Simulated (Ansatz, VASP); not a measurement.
## PbS (Galena): VASP beside Ansatz

Aim: how closely do two programs agree when they are given the same cell, functional and k mesh? Of the first pair: The cell is taken from a series of VASP runs on this material, whose earlier steps may have relaxed, scaled or displaced it; both programs get it as it stands. Valence electrons are named where the data sets of a main pair hold unlike numbers.

Main program and level: Ansatz 0.2.0; plane waves, with VASP 6.6.1 beside it; band structure at PBE and single point at PBE.

**1. The starting structure**

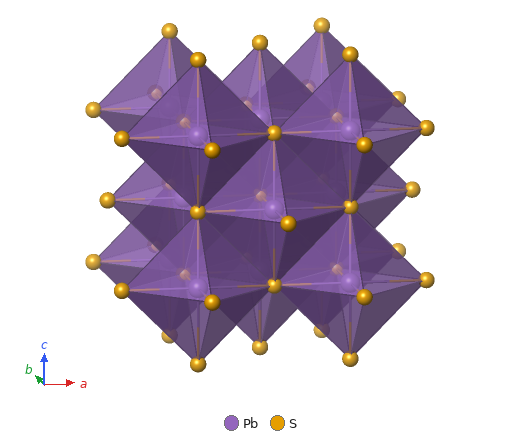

Start, viewed slightly off an axis; lead purple, sulfur orange. This picture shows the conventional cell, with its axes. Some periodic images of atoms are drawn too.

**2. VASP: band structure, PBE**

The same path points are solved in both programs, so levels can be compared one by one.

Lines of VASP's logs that name or quote its potential files are left out, and so is its time.

Contents of INCAR:

```
SYSTEM = PbS
PREC = Accurate
ENCUT = 400
EDIFF = 1E-06
NELM = 100
ISMEAR = 0
SIGMA = 0.05
LREAL = .FALSE.
ALGO = Normal
GGA = PE
NBANDS = 22
LORBIT = 11
LWAVE = .FALSE.
LCHARG = .FALSE.
KPAR = 2
```

Contents of POSCAR:

```
PbS
1.0
    0.0000000000      3.0021302134      3.0021302134
    3.0021302134      0.0000000000      3.0021302134
    3.0021302134      3.0021302134      0.0000000000
Pb S
1 1
Direct
    0.0000000000      0.0000000000      0.0000000000
    0.5000000000      0.5000000000      0.5000000000
```

Contents of KPOINTS:

```
Automatic mesh
0
Gamma
6 6 6
0 0 0
```

Contents of KPOINTS_OPT:

```
Line mode
16
Line-mode
Reciprocal
  0.00000000   0.00000000   0.00000000 GAMMA
  0.50000000   0.00000000   0.50000000 X

  0.50000000   0.00000000   0.50000000 X
  0.50000000   0.25000000   0.75000000 W

  0.50000000   0.25000000   0.75000000 W
  0.37500000   0.37500000   0.75000000 K

  0.37500000   0.37500000   0.75000000 K
  0.00000000   0.00000000   0.00000000 GAMMA

  0.00000000   0.00000000   0.00000000 GAMMA
  0.50000000   0.50000000   0.50000000 L

  0.50000000   0.50000000   0.50000000 L
  0.62500000   0.25000000   0.62500000 U

  0.62500000   0.25000000   0.62500000 U
  0.50000000   0.25000000   0.75000000 W

  0.50000000   0.25000000   0.75000000 W
  0.50000000   0.50000000   0.50000000 L

  0.50000000   0.50000000   0.50000000 L
  0.37500000   0.37500000   0.75000000 K

  0.62500000   0.25000000   0.62500000 U
  0.50000000   0.00000000   0.50000000 X
```

Potentials, in the order of the species: Pb_d and S (PBE family, release 64).

Launch:

```bash
$ mpirun -np 2 vasp_std
```

Numbers of over 12 decimals in the logs are rounded to 6 here.

Output:

```text
[banner, memory and clock lines left out]
running    2 mpi-ranks, on    1 nodes
 distrk:  each k-point on    1 cores,    2 groups
 distr:  one band on    1 cores,    1 groups

 POSCAR found type information on POSCAR PbS
 POSCAR found :  2 types and       2 ions
 LDA part: xc-table for (Slater+PW92), standard interpolation
 POSCAR, INCAR and KPOINTS ok, starting setup
 FFT: planning ... GRIDC
 FFT: planning ... GRID_SOFT
 FFT: planning ... GRID
 WAVECAR not read
 entering main loop
       N       E                     dE             d eps       ncg     rms          rms(c)
DAV:   1     0.155296461426E+03    0.15530E+03   -0.78300E+03   712   0.785E+02
DAV:   2     0.276773036667E+01   -0.15253E+03   -0.14385E+03   786   0.251E+02
DAV:   3    -0.896261329842E+01   -0.11730E+02   -0.11648E+02   886   0.740E+01
DAV:   4    -0.927251809751E+01   -0.30990E+00   -0.30965E+00   856   0.126E+01
DAV:   5    -0.928490437465E+01   -0.12386E-01   -0.12386E-01   990   0.250E+00    0.437E+00
DAV:   6    -0.876531201346E+01    0.51959E+00   -0.11820E+00  1086   0.616E+00    0.307E+00
DAV:   7    -0.876787733861E+01   -0.25653E-02   -0.14381E-01   882   0.150E+00    0.184E+00
DAV:   8    -0.877168412028E+01   -0.38068E-02   -0.17736E-02   804   0.108E+00    0.345E-01
DAV:   9    -0.877079437540E+01    0.88974E-03   -0.40382E-03  1056   0.425E-01    0.102E-01
DAV:  10    -0.877102961480E+01   -0.23524E-03   -0.49442E-04   770   0.937E-02    0.972E-02
DAV:  11    -0.877103934669E+01   -0.97319E-05   -0.59471E-05   886   0.640E-02    0.201E-02
DAV:  12    -0.877104055886E+01   -0.12122E-05   -0.26092E-06   798   0.118E-02    0.162E-03
DAV:  13    -0.877104067524E+01   -0.11638E-06   -0.11457E-07   610   0.248E-03
   1 F= -.87710407E+01 E0= -.87710407E+01  d E =-.117022E-11
 Start KPOINTS_OPT (optional k-point list driver)
k-point batch [1-16\160]
       N       E                     dE             ncg
DAV:   1     0.934705032046E+03   -0.40664E+04      704
DAV:   2    -0.164287037995E+04   -0.25776E+04      772
DAV:   3    -0.183762056978E+04   -0.19475E+03      820
DAV:   4    -0.184267806892E+04   -0.50575E+01      882
DAV:   5    -0.184287079968E+04   -0.19273E+00      938
DAV:   6    -0.184287529723E+04   -0.44975E-02      948
DAV:   7    -0.184287544131E+04   -0.14408E-03      998
DAV:   8    -0.184287544575E+04   -0.44396E-05      746
DAV:   9    -0.184287544584E+04   -0.85901E-07      580
[...]
k-point batch [145-160\160]
       N       E                     dE             ncg
DAV:   1     0.618787024798E+03   -0.88783E+04      734
DAV:   2    -0.174063158589E+04   -0.23594E+04      778
DAV:   3    -0.192080487390E+04   -0.18017E+03      926
DAV:   4    -0.192544991426E+04   -0.46450E+01      822
DAV:   5    -0.192563131361E+04   -0.18140E+00     1034
DAV:   6    -0.192563454704E+04   -0.32334E-02      892
DAV:   7    -0.192563457759E+04   -0.30551E-04     1116
DAV:   8    -0.192563457785E+04   -0.26043E-06      722
```

Parts of OUTCAR (step 2):

```text
ion  position               nearest neighbor table
   1  0.000  0.000  0.000-   2 3.00   2 3.00   2 3.00   2 3.00   2 3.00   2 3.00
   2  0.500  0.500  0.500-   1 3.00   1 3.00   1 3.00   1 3.00   1 3.00   1 3.00

  LATTYP: Found a face centered cubic cell.
 ALAT       =     6.0042604268

 Subroutine GETGRP returns: Found 48 space group operations
 (whereof 48 operations were pure point group operations)

The static configuration has the point symmetry O_h .

 Found     16 irreducible k-points:

   k-points           NKPTS =     16   k-points in BZ     NKDIM =     16   number of bands    NBANDS=     22

   dimension x,y,z NGX =    28 NGY =   28 NGZ =   28
   dimension x,y,z NGXF=    56 NGYF=   56 NGZF=   56

   ENCUT  =  400.0 eV  29.40 Ry    5.42 a.u.   6.92  6.92  6.92*2*pi/ulx,y,z

   NELECT =      20.0000    total number of electrons

 k-points in reciprocal lattice and weights: Automatic mesh
   0.00000000  0.00000000  0.00000000       0.005
   0.16666667  0.00000000  0.00000000       0.037
   0.33333333  0.00000000  0.00000000       0.037
   0.50000000  0.00000000  0.00000000       0.019
   0.16666667  0.16666667  0.00000000       0.028
   0.33333333  0.16666667  0.00000000       0.111
   0.50000000  0.16666667  0.00000000       0.111
  -0.33333333  0.16666667  0.00000000       0.111
  -0.16666667  0.16666667  0.00000000       0.056
[...]
-0.33333333  0.33333333  0.16666667       0.111
  -0.33333333  0.50000000  0.16666667       0.056

 average (electrostatic) potential at core
       1 -91.9684       2 -85.7272

 E-fermi :   5.5803

 k-point     1 :       0.0000    0.0000    0.0000
  band No.  band energies     occupation
    ...
      6      -7.9266      2.00000
      7      -0.7534      2.00000
      8       3.3540      2.00000
      9       3.3540      2.00000
     10       3.3540      2.00000
     11      10.4533      0.00000
     12      10.4533      0.00000
     13      10.4533      0.00000
     14      12.1709      0.00000
     15      12.1709      0.00000
    ...

 k-point     2 :       0.1667    0.0000    0.0000
  band No.  band energies     occupation
    ...
      6      -7.7070      2.00000
      7      -1.4139      2.00000
      8       3.4225      2.00000
      9       3.4225      2.00000
     10       3.8299      2.00000
     11       8.7470      0.00000
     12       9.3457      0.00000
     13       9.3457      0.00000
     14      12.0843      0.00000
     15      12.7564      0.00000
    ...

 k-point     3 :       0.3333    0.0000    0.0000
  band No.  band energies     occupation
    ...
      6      -7.1551      2.00000
      7      -2.6348      2.00000
      8       3.5994      2.00000
      9       3.5994      2.00000
     10       4.6442      2.00000
     11       6.8521      0.00000
     12       7.9566      0.00000
     13       7.9566      0.00000
     14      12.7409      0.00000
     15      14.1407      0.00000
    ...

  Total        0.0111531      0.0111531      0.0111531     -0.0000000     -0.0000000     -0.0000000
  in kB        0.3302068      0.3302068      0.3302068     -0.0000000     -0.0000000     -0.0000000
  external PRESSURE =       0.3302068 kB  Pullay stress =       0.0000000 kB

  energy-cutoff  :      400.00
  volume of cell :       54.12
      direct lattice vectors                 reciprocal lattice vectors
     0.000000000  3.002130213  3.002130213    -0.166548405  0.166548405  0.166548405
     3.002130213  0.000000000  3.002130213     0.166548405 -0.166548405  0.166548405
     3.002130213  3.002130213  0.000000000     0.166548405  0.166548405 -0.166548405

 POSITION                                       TOTAL-FORCE (eV/Angst)
 -----------------------------------------------------------------------------------
      0.00000      0.00000      0.00000         0.000000     -0.000000     -0.000000
      3.00213      3.00213      3.00213        -0.000000      0.000000      0.000000
 -----------------------------------------------------------------------------------
    total drift:                                0.000000      0.000000      0.000000

  FREE ENERGIE OF THE ION-ELECTRON SYSTEM (eV)
  ---------------------------------------------------
  free  energy   TOTEN  =        -8.7710406752 eV

  energy  without entropy=       -8.7710406752  energy(sigma->0) =       -8.77104068

 total charge
# of ion       s       p       d       tot
------------------------------------------
    1        1.489   0.486   9.843  11.817
    2        1.349   2.330   0.000   3.679
--------------------------------------------------
tot          2.838   2.815   9.843  15.496

[... 3 further parts left out ...]
```

Spin-orbit coupling is off here; with elements this heavy it splits and shifts levels by tenths of an eV or more.

**3. Ansatz: band structure, PBE**

Ansatz runs on its default PAW (the set named soft_2) files.

The same cell, functional, mesh and smearing now go to Ansatz, which takes its cutoff from its data sets.

Contents of input.yaml:

```yaml
crystal:
  lattice:
    - [0.0, 3.0021302134, 3.0021302134]
    - [3.0021302134, 0.0, 3.0021302134]
    - [3.0021302134, 3.0021302134, 0.0]
  atoms:
    - { symbol: Pb, position: [0.0, 0.0, 0.0] }
    - { symbol: S, position: [0.5, 0.5, 0.5] }
hamiltonian:
  xc: pbe
  pseudopotentials: { kind: paw }
kpoints:
  mp_grid: { grid: [6, 6, 6] }
  band_path:
    path:
      - [0.0, 0.0, 0.0]
      - [0.16667, 0.0, 0.16667]
      - [0.33333, 0.0, 0.33333]
      - [0.5, 0.0, 0.5]
      - [0.5, 0.08333, 0.58333]
      - [0.5, 0.18333, 0.68333]
      - [0.5, 0.25, 0.75]
      - [0.45, 0.3, 0.75]
      - [0.40833, 0.34167, 0.75]
      - [0.35, 0.35, 0.7]
      - [0.225, 0.225, 0.45]
      - [0.075, 0.075, 0.15]
      - [0.03333, 0.03333, 0.03333]
      - [0.23333, 0.23333, 0.23333]
      - [0.4, 0.4, 0.4]
      - [0.5, 0.5, 0.5]
      - [0.51667, 0.46667, 0.51667]
      - [0.55833, 0.38333, 0.55833]
      - [0.60833, 0.28333, 0.60833]
      - [0.60833, 0.25, 0.64167]
      - [0.55833, 0.25, 0.69167]
      - [0.51667, 0.25, 0.73333]
      - [0.5, 0.3, 0.7]
      - [0.5, 0.38333, 0.61667]
      - [0.5, 0.48333, 0.51667]
      - [0.475, 0.475, 0.55]
      - [0.425, 0.425, 0.65]
      - [0.38333, 0.38333, 0.73333]
      - [0.59167, 0.18333, 0.59167]
      - [0.55, 0.1, 0.55]
      - [0.5, 0.0, 0.5]
    npoints: 1
scf:
  occupations: { method: gaussian, width: 0.05 }
  n_extra_bands: 7
output:
  forces: true
  stress: true
  eigenvalues: true
```

Launch:

```bash
$ ansatz run input.yaml --threads 2 --pin off --max-ram 4608MiB --backend cpu --events-out ev --progress --plain --runs-dir out
```

Output:

```text
scf.n_extra_bands = 7 over 10 filled bands (N_el = 20.0): the run solves 17 bands
Engine: ansatz 0.2.0, aarch64-unknown-linux-gnu
Pseudopotentials: kind: paw
Pseudopotential: Pb, paw, valence charge 14, recommended cutoff 420 eV (normal), Pb.paw.azcp
Pseudopotential: S, paw, valence charge 6, recommended cutoff 420 eV (normal), S.paw.azcp
Functional definition: PBE
  parameter kappa = 0.804
  parameter beta = 0.066725
  exchange = pbe_x(kappa = kappa, mu = beta*pi^2/3)
  correlation = pbe_c(beta = beta)
Crystal: 2 atoms, lattice volume = 54.115 Å³
Basis set: ecut = 420 eV, 1067 PW (Γ), exchange–correlation on 60×60×60 points (8 copies of the dense FFT grid, shifted against one another)
Bands: 17, of which v1, the nominal top of the filled ones, is band 10 counted from 1 (9 counted from 0)
Symmetry: 48 space group operations
Space group: Fm-3m (ITA 225), of the structure as read, at distance tolerance 3.8e-5 Å
k-points: 16 of 216
Non-local potential: Pb, projectors of the file, l = 0: 2, l = 1: 2, l = 2: 2, l = 3: 2
Non-local potential: S, projectors of the file, l = 0: 2, l = 1: 2, l = 2: 2
PAW form: soft (Blöchl's): semilocal exchange-correlation on the pseudo side does not see the compensation charge
PAW one-centre angular grid: Pb, 590 points (default); XC on 64 Gauss nodes
PAW one-centre angular grid: S, 110 points (default); XC on 64 Gauss nodes
Initial density: superposition of atomic densities (neutral atoms: chi_scale 0, normalization atom), corrected by the library's trained network
Initial wavefunctions: pseudopotential atomic-orbital guess
Functional: x = pbe(κ = 0.804, μ = 0.219515), c = pbe(β = 0.066725)
SCF iter   1: F=—  HF=-12809.573604 eV  |F-HF|=—  |Δ(HF+E_count)|=         —  Δρ=1.01e-3  dr2=9.09e-4  ethr=1.77e-3  ⟨swp⟩=6.8  Hψ=1582  notcnv=0  defer=2
preconditioner: auto → none  [insulator: Δε(μ)=0.494 eV  Ē_g=17.915 eV  σ=0.050 eV  W_gap=1.00  n_scr=14 (ndim 8)  ℏωp=22.6 eV  f_vac=0.001  D(μ)=0.00/eV (n_scr^D=0)  ε∞_Penn≈2.6]
SCF iter   2: F=—  HF=-12809.572790 eV  |F-HF|=—  |Δ(HF+E_count)|=   8.14e-4  Δρ=4.99e-4  dr2=1.43e-4  ethr=4.54e-6  ⟨swp⟩=2.1  Hψ=554  notcnv=0  defer=7
SCF iter   3: F=—  HF=-12809.572778 eV  |F-HF|=—  |Δ(HF+E_count)|=   1.18e-5  Δρ=1.86e-4  dr2=1.99e-5  ethr=7.15e-7  ⟨swp⟩=2.1  Hψ=356  notcnv=0  defer=7
SCF iter   4: F=—  HF=-12809.572786 eV  |F-HF|=—  |Δ(HF+E_count)|=   8.08e-6  Δρ=4.91e-5  dr2=1.30e-6  ethr=9.95e-8  ⟨swp⟩=2.2  Hψ=327  notcnv=0  defer=7
iter 5 did not close the SCF: its close was put off for the readings that it lacked (scf_convergence_deferred on its scf_iter line)
SCF iter   5: F=-12809.572787 eV  HF=-12809.572787 eV  |F-HF|=2.40e-8  |Δ(HF+E_count)|=   1.98e-7  Δρ=7.89e-6  dr2=3.94e-8  ethr=6.50e-9  ⟨swp⟩=2.1  Hψ=395  notcnv=0  defer=7
SCF iter   6: F=-12809.572787 eV  HF=-12809.572787 eV  |F-HF|=4.55e-11  |Δ(HF+E_count)|=   7.16e-9  Δρ=4.27e-7  dr2=1.52e-10  ethr=1.97e-10  ⟨swp⟩=6.0  Hψ=1248  notcnv=0
SCF 1 converged in 6 iterations: F = -12809.572787 eV  dr2 = 1.52e-10
  greatest PAW one-centre occupation: 0.982 electrons in one spin orbital (limit 2), on the Pb atom at site 0 (counted from 0), in its partial waves of l = 2
NSCF: frozen V_eff on 31 k-points
SCF converged after 6 iterations
Free energy (F): -12809.572787 eV
Harris-Foulkes:  -12809.572787 eV  (|F-HF|=4.55e-11)
Internal energy: -12809.572787 eV  (E = F + TS)
E sigma→0 (E₀):  -12809.572787 eV
Fermi energy:    8.093198 eV
--- Per-component energies (eV) ---
  E_band       = -64.235952
  E_kinetic    = 392.616479
  E_local      = -1248.271479  (includes V_loc(G=0)·N_el)
  E_nonlocal   = 378.456530
  E_hartree    = 484.077345
  E_xc         = -318.148157
  E_vxc        = -219.964499  (∫ρ·V_xc dr)
  E_paw        = -11003.286209  (= ΣΔE_a)
  E_vpaw       = -335.227327  (= ΣTr[D̂ρ^β])
  E_aug_tail   = 0.000052  (compensation charges beyond the density's cutoff)
  E_ewald      = -1495.017349
  E_smearing   = -0.000000  (= −TS)
  E_closure    = 0.000000  (closes the sum)
  Σ components = -12809.572787   (vs F -12809.572787, Δ=0.00e0)
--- Forces (eV/Å), atoms counted from 1 ---
  atom   1  Pb    -0.00000000     0.00000000     0.00000000
  atom   2  S      0.00000000    -0.00000000     0.00000000
  max |Σ_I F_I| component: 7.40e-30 eV/Å
--- Stress (GPa, compression-positive) ---
        0.098858       0.000000      -0.000000
        0.000000       0.098858      -0.000000
       -0.000000       0.000000       0.098858
  P = ⅓ Tr σ = 0.0989 GPa (0.989 kbar)
--- Band table (eV; the first three rows and the last of 16) ---
  k-point 0: bands = [... 6 lower, 1.7905, 5.8858, 5.8858, 5.8858, 12.9893, 12.9893, 12.9893, 14.6757, ... 3 higher]
  k-point 1: bands = [... 6 lower, 1.1286, 5.9543, 5.9543, 6.3636, 11.2810, 11.8768, 11.8768, 14.6043, ... 3 higher]
  k-point 2: bands = [... 6 lower, -0.0930, 6.1313, 6.1313, 7.1803, 9.3868, 10.4871, 10.4871, 15.2643, ... 3 higher]
  k-point 15: bands = [... 6 lower, 0.2200, 3.3449, 4.1681, 6.2015, 11.0193, 12.1885, 12.9114, 14.6715, ... 3 higher]
```

Elapsed: 1.9 s, on 2 threads of Arm Neoverse N1, shared host; peak memory 0.29 GiB.

The column dr2 measures how far the density is from self-consistency, as an energy; F and HF (Harris–Foulkes) agree once it is small.

**4. Differences**

Known differences besides the potentials themselves: the cutoff is 420 eV in Ansatz and 400 eV in VASP; VASP leaves aspherical gradient terms in its spheres out (LASPH is not set), Ansatz keeps them. Total energies have different zeros and are not compared.

Both answers:

```
                     quantity  Ansatz   VASP  difference
               pressure (GPa)    0.10   0.03       +0.07
gap over the path points (eV)   0.486  0.492      -0.006
```

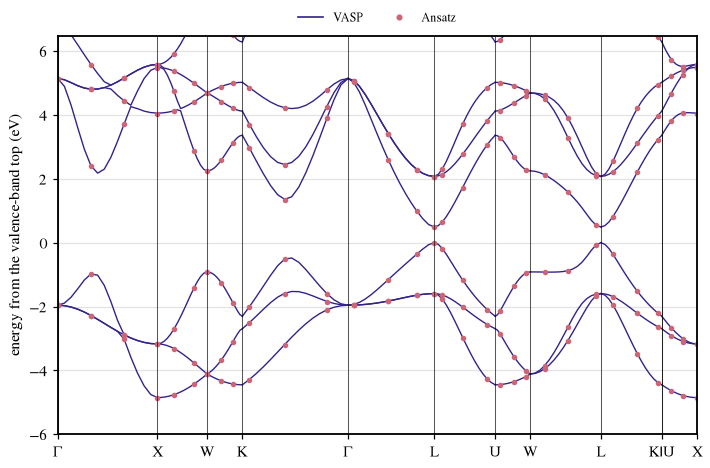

Bands from VASP (lines) and levels from Ansatz (dots). Dots without a line are higher empty bands that the VASP plot leaves out.

Levels at points of the path, from each program's valence-band top (eV; 4 filled, then empty):

```
k (reciprocal lattice)                                  Ansatz                                    VASP
     0.000 0.000 0.000  -6.06 -1.96 -1.96 -1.96 5.14 5.14 5.14  -6.06 -1.96 -1.96 -1.96 5.14 5.14 5.14
     0.167 0.000 0.167  -6.74 -2.29 -2.29 -0.98 2.40 4.80 4.80  -6.75 -2.28 -2.28 -0.98 2.41 4.81 4.81
     0.333 0.000 0.333  -7.30 -3.03 -2.89 -2.89 3.71 4.43 5.15  -7.31 -3.02 -2.89 -2.89 3.72 4.45 5.16
     0.500 0.000 0.500  -7.11 -4.86 -3.18 -3.18 4.04 5.48 5.58  -7.11 -4.85 -3.17 -3.17 4.06 5.49 5.58
     0.500 0.083 0.583  -7.30 -4.76 -3.32 -2.71 4.12 4.74 5.37  -7.31 -4.76 -3.31 -2.70 4.13 4.75 5.37
     0.500 0.183 0.683  -7.68 -4.44 -3.77 -1.43 2.88 4.40 4.99  -7.69 -4.43 -3.76 -1.43 2.89 4.41 5.00
     0.500 0.250 0.750  -7.77 -4.12 -4.12 -0.92 2.24 4.68 4.68  -7.78 -4.11 -4.11 -0.91 2.25 4.69 4.69
     0.450 0.300 0.750  -7.78 -4.33 -3.68 -1.26 2.58 4.41 4.88  -7.79 -4.32 -3.67 -1.26 2.59 4.42 4.89
     0.408 0.342 0.750  -7.79 -4.43 -3.10 -1.89 3.12 4.20 4.99  -7.80 -4.42 -3.09 -1.88 3.13 4.21 5.00
     0.350 0.350 0.700  -7.96 -4.29 -2.51 -2.01 2.96 3.70 4.85  -7.96 -4.28 -2.50 -2.00 2.96 3.71 4.86
```

Among the levels compared at these points, filled levels agree within 8 meV and empty ones within 16 meV. Ansatz's pressure holds a Pulay correction of 0.02 GPa; VASP's holds none.

**5. Further runs**

Further runs change the set-up of one program: Ansatz's method, potentials or start, or VASP's data sets, cutoff or form of LDA. The table gives Ansatz less VASP for each quantity, since a change that brings one quantity closer may part another.

```
                              run  pressure (GPa)  gap over the path points (eV)
                         as above           0.066                        -0.0062
Ansatz's all-electron LAPW method           0.074                        -0.0073
```

**6. Ansatz: single point, PBE, volume scaled by 0.96**

A single point gives forces, pressure and levels at one fixed geometry, so differences don't come from the geometry; what else differs is listed under the comparison. The cell compared in this pair holds 51.95 Å³, against 54.12 Å³ for the pair before.

The cell is a member of a volume series, scaled by 0.96 from a relaxed one, so a pressure remains.

input.yaml, the sections that differ from step 3:

```yaml
crystal:
  lattice:
    - [0.0, 2.9615559124, 2.9615559124]
    - [2.9615559124, 0.0, 2.9615559124]
    - [2.9615559124, 2.9615559124, 0.0]
  atoms:
    - { symbol: Pb, position: [0.0, 0.0, 0.0] }
    - { symbol: S, position: [0.5, 0.5, 0.5] }
kpoints:
  mp_grid: { grid: [6, 6, 6] }
scf:
  occupations: { method: gaussian, width: 0.05 }
  n_extra_bands: 4
# hamiltonian, output: as in step 3
```

Output:

```text
[...]
Crystal: 2 atoms, lattice volume = 51.951 Å³
Basis set: ecut = 420 eV, 965 PW (Γ), exchange–correlation on 60×60×60 points (8 copies of the dense FFT grid, shifted against one another)
Bands: 14, of which v1, the nominal top of the filled ones, is band 10 counted from 1 (9 counted from 0)
Symmetry: 48 space group operations
[...]
k-points: 16 of 216
[...]
P = ⅓ Tr σ = 2.4737 GPa (24.737 kbar)
--- Band table (eV; the first three rows and the last of 16) ---
  k-point 0: bands = [... 6 lower, 2.4977, 6.3180, 6.3180, 6.3180, 13.7454, 13.7454, 13.7454, 15.2046]
  k-point 1: bands = [... 6 lower, 1.7354, 6.3924, 6.3924, 6.8807, 11.9330, 12.5334, 12.5334, 15.1750]
  k-point 2: bands = [... 6 lower, 0.3777, 6.5842, 6.5842, 7.7814, 9.9864, 11.0652, 11.0652, 15.8747]
  k-point 15: bands = [... 6 lower, 0.7230, 3.6477, 4.5114, 6.6962, 11.6826, 12.7590, 13.6206, 15.3978]
[key lines of the parts left out:]
SCF converged after 6 iterations
Free energy (F): -12809.555970 eV
Fermi energy:    8.697409 eV
```

Elapsed: 1.1 s, on 2 threads; peak memory 0.29 GiB.

The run ends at a pressure of 2.47 GPa.

[end of part 1 of 2]

[Lines on the potential files, build, host, timing and source positions are cut from VASP's logs without a mark.]

[Logs are printed without paths, hosts, clocks, repeated set-up lines and the standing remarks that a program may print on its own settings, such as how far it seeks lower states.]

[Hosts, paths, dates, database ids (printed as entryN), source tags and the programs' standing remarks are cut or masked in the printed files.]
